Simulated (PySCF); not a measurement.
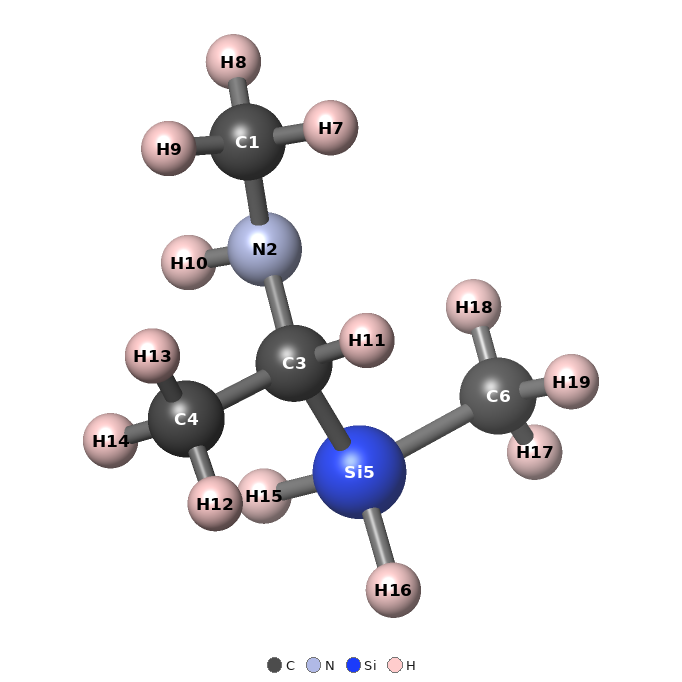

The computed structure is the end point of a GFN2-xTB optimisation. No frequency run is at hand to confirm it as a minimum. Electric field gradients from the ground-state density, PBE0/pcSseg-1 (PySCF 2.14.0), non-relativistic apart from any core potentials.

Give the largest field-gradient component, the quadrupole coupling constant and the asymmetry for 14N at N2 (Q = 20.44 mb).

| atom | V_zz (a.u.) | e²qQ/h (MHz) | η |
| --- | --- | --- | --- |
| N2 | −1.273 | −6.11 | 0.12 |

The geometry is semi-empirical. Around Si such bond lengths and angles can be off by a tenth of an ångström or more and by several degrees, and values that hang on the shape move with them.
